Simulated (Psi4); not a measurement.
# HF/d-aug-cc-pVDZ (sweep point 5) run of [HF2]− (SMILES F[H-]F)

Aim: the vertical ionisation energy of [HF2]− at HF/d-aug-cc-pVDZ (sweep point 5), from 2 runs. 

The results are computed with Psi4 1.11.

### Step 1. The structure to begin with

The species is [HF2]− (3 atoms), meant as a singlet with charge -1. As SMILES, `F[H-]F`. The shape is that of a PBE0-D4/def2-TZVPD optimisation.

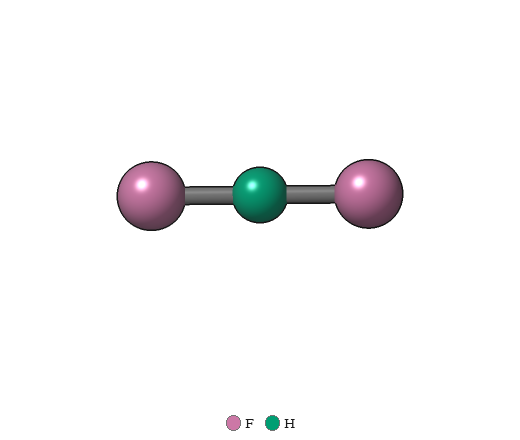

The structure, seen from a chosen angle (fluorine pink, hydrogen teal).

### Step 2. A single-point energy at HF/d-aug-cc-pVDZ (sweep point 5)

The input, input.dat:

```
memory 1.6 GB

molecule molecule1 {
  -1 1
  F     -1.83908146     0.65082168    -0.92785553
  H      0.00000000     0.00000000     0.00000000
  F      1.83908146    -0.65082168     0.92785553
  units bohr
  symmetry c1
}

set {
  basis d-aug-cc-pVDZ
  puream true
  scf_type pk
}

e, wfn = energy('hf', return_wfn=True)
```

Command:

```sh
$ psi4 -i input.dat -o output.dat -n 1
```

output.dat:

```text
[...]
  Running in c1 symmetry.
[...]
  Nuclear repulsion =   27.080125651462279
[...]
  Multiplicity = 1
[...]
  Nalpha       = 10
  Nbeta        = 10
[...]
    Number of basis functions: 77
[...]
   @RHF iter   1:  -199.42722848234632   -8.68992e-01   6.86277e-03 DIIS/ADIIS
[...]
   @RHF iter   7:  -199.52639213592437   -9.85290e-09   1.11341e-07 DIIS
[...]
    Orbital Energies [Eh]
    ---------------------
    Doubly Occupied:
       1A    -25.970281     2A    -25.970252     3A     -1.263072
       4A     -1.217478     5A     -0.468876     6A     -0.331370
       7A     -0.331370     8A     -0.305109     9A     -0.305109
      10A     -0.285357
[...]
  @RHF Final Energy:  -199.52639213592437
   => Energetics <=
    Nuclear Repulsion Energy =             27.0801256514622786
    One-Electron Energy =                -340.3164716796037510
    Two-Electron Energy =                 113.7099538922171433
    Total Energy =                       -199.5263921359243682
[...]
 Multipole Moments:
 ------------------------------------------------------------------------------------
     Multipole            Electronic (a.u.)      Nuclear  (a.u.)        Total (a.u.)
 ------------------------------------------------------------------------------------
 L = 1.  Multiply by 2.5417464519 to convert [e a0] to [Debye]
 Dipole X            :         -0.0000000            0.0000000           -0.0000000
 Dipole Y            :         -0.0000000            0.0000000           -0.0000000
 Dipole Z            :          0.0000000            0.0000000            0.0000000
 Magnitude           :                                                    0.0000000
[...]
```

Run time: 3.6 s. Hardware: 1 thread of Intel Xeon Platinum 8259CL at 2.50GHz (Skylake/Cascade Lake), shared host; peak memory 0.27 GiB.

### Step 3. Doublet neutral HF2 at the same level

The input, input.in:

```
memory 1600 mb

molecule {
  0 2
  F     -1.83908146     0.65082168    -0.92785553
  H      0.00000000     0.00000000     0.00000000
  F      1.83908146    -0.65082168     0.92785553
  units bohr
  symmetry c1
}

set reference uhf
set puream true
set scf_type pk
set maxiter 150

result, w = energy('hf/d-aug-cc-pVDZ', return_wfn=True)
```

Command:

```sh
$ psi4 -i input.in -o input.out -n 1
```

input.out:

```text
[...]
  Running in c1 symmetry.
[...]
  Nuclear repulsion =   27.080125651462279
[...]
  Multiplicity = 2
[...]
  Nalpha       = 10
  Nbeta        = 9
[...]
    Number of basis functions: 77
[...]
   @UHF iter   1:  -199.28964961004891   -7.31413e-01   3.32592e-03 ADIIS/DIIS
[...]
   @UHF iter   8:  -199.34323051358513   -8.77821e-08   8.68962e-07 DIIS
[...]
   @S^2 Observed:                8.338674587E-01
[...]
    Orbital Energies [Eh]
    ---------------------
    Alpha Occupied:
       1A    -26.417459     2A    -26.417434     3A     -1.703634
       4A     -1.664450     5A     -0.921816     6A     -0.783279
       7A     -0.742471     8A     -0.742471     9A     -0.722571
      10A     -0.722571
    Alpha Virtual:
      11A      0.010262    12A      0.028997    13A      0.038155
      14A      0.038155    15A      0.052431    16A      0.065153
      17A      0.069026    18A      0.069026    19A      0.091869
      20A      0.118047    21A      0.118047    22A      0.149840
      23A      0.185364    24A      0.265680    25A      0.274135
[...]
  @UHF Final Energy:  -199.34323051358513
   => Energetics <=
    Nuclear Repulsion Energy =             27.0801256514622786
    One-Electron Energy =                -332.6735441266473572
    Two-Electron Energy =                 106.2501879615999769
    Total Energy =                       -199.3432305135851266
  UHF NO Occupations:
  HONO-2 :    8  A 1.9994269
  HONO-1 :    9  A 1.9590251
[...]
 Multipole Moments:
 ------------------------------------------------------------------------------------
     Multipole            Electronic (a.u.)      Nuclear  (a.u.)        Total (a.u.)
 ------------------------------------------------------------------------------------
 L = 1.  Multiply by 2.5417464519 to convert [e a0] to [Debye]
 Dipole X            :         -0.0000000            0.0000000           -0.0000000
 Dipole Y            :          0.0000000            0.0000000            0.0000000
 Dipole Z            :         -0.0000000            0.0000000           -0.0000000
 Magnitude           :                                                    0.0000000
[...]
```

Run time: 3.6 s. Hardware: 1 thread of Intel Xeon Platinum 8259CL at 2.50GHz (Skylake/Cascade Lake), shared host; peak memory 0.27 GiB.

### Step 4. Summary of results

Level: HF/d-aug-cc-pVDZ (sweep point 5).

| quantity | value |
| --- | --- |
| singlet [HF2]−: total energy | -199.52639 Eh |
| singlet [HF2]−: HOMO energy | -7.76 eV |
| singlet [HF2]−: LUMO energy | 2.44 eV |
| singlet [HF2]−: HOMO–LUMO gap (to an unbound level, set by the basis) | 10.21 eV |
| doublet neutral HF2: total energy | -199.34323 Eh |
| doublet neutral HF2: dipole moment | 0.00 D |
| doublet neutral HF2: HOMO energy (highest over α and β) | -17.58 eV |
| doublet neutral HF2: LUMO energy (lowest over α and β) | -2.51 eV |
| doublet neutral HF2: ⟨S²⟩ | 0.834 |
| vertical detachment energy (to the doublet neutral) | 4.984 eV |

In words: The vertical ionisation energy comes to 4.98 eV (481 kJ/mol). −ε(HOMO) before ionisation, 7.76 eV, is 2.78 eV above this ionisation energy.
